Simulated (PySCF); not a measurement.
```xyz
33

Si    0.5642    0.6004    0.3835
C     0.3177    0.5380    2.2466
H     0.4090    1.5574    2.6539
H     1.0793   -0.0873    2.7362
H    -0.6710    0.1448    2.5243
C     2.3719    1.0244    0.0638
H     2.5921    1.0730   -1.0146
H     3.0320    0.2584    0.5014
H     2.6445    1.9912    0.5176
N    -0.3261    1.8842   -0.3777
C    -1.7525    2.0713   -0.5774
C    -2.5585    1.3754    0.5095
C    -2.2042    1.6173   -1.9657
H     0.2330    2.5010   -0.9564
H    -1.9687    3.1551   -0.5016
H    -2.3610    0.2908    0.4974
H    -3.6361    1.5277    0.3499
H    -2.2993    1.7640    1.5049
H    -2.0966    0.5252   -2.0691
H    -3.2604    1.8714   -2.1509
H    -1.5984    2.0941   -2.7522
N     0.0253   -0.8881   -0.3667
C     0.5098   -2.2523   -0.2462
C     0.8959   -2.5890    1.1857
C     1.6639   -2.5448   -1.2049
H    -0.3153   -0.7021   -1.3059
H    -0.3238   -2.9289   -0.5181
H     1.7647   -1.9960    1.5150
H     1.1742   -3.6499    1.2689
H     0.0648   -2.3921    1.8779
H     2.5385   -1.9205   -0.9600
H     1.9709   -3.6022   -1.1597
H     1.3762   -2.3237   -2.2450
```

Geometry: PBE0-D3(BJ)/def2-SVP.

The calculation used PBE0/def2-SVPD, SCF density, gas phase (PySCF 2.14.0).

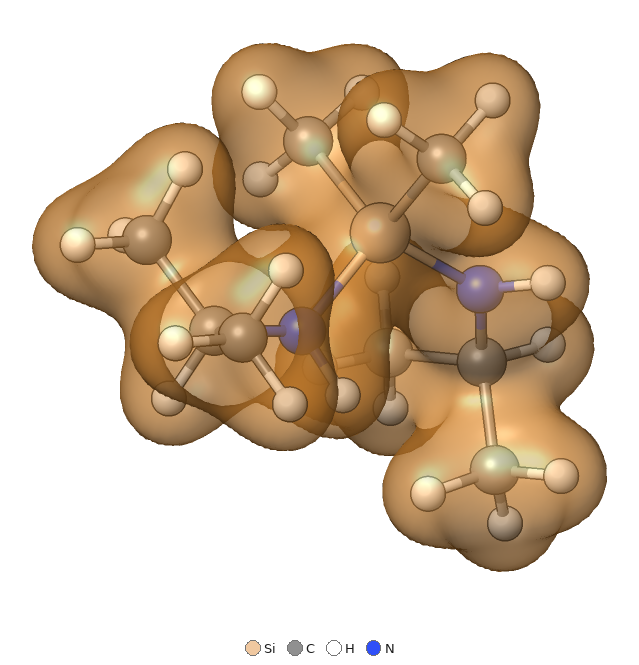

C$_{8}$H$_{22}$N$_{2}$Si (SMILES CC(C)N[Si](C)(C)NC(C)C). Isosurface of the total electron density at 0.2 e/Å³ (orange), seen at an oblique angle.

What does this surface tell about the bonding?

Answer. At this value the surface is in one piece. It bridges the sampled C–N (1.45 Å), C–C (1.52 Å), Si–N (1.74 Å) and C–Si (1.88 Å) contacts, where the density stays above the isovalue. On the grid the lowest density along these lines, outside the cores, is 1.8 e/Å³ (C–N, 1.45 Å), 1.7 e/Å³ (C–C, 1.52 Å), 0.86 e/Å³ (Si–N, 1.74 Å) and 0.79 e/Å³ (C–Si, 1.88 Å).
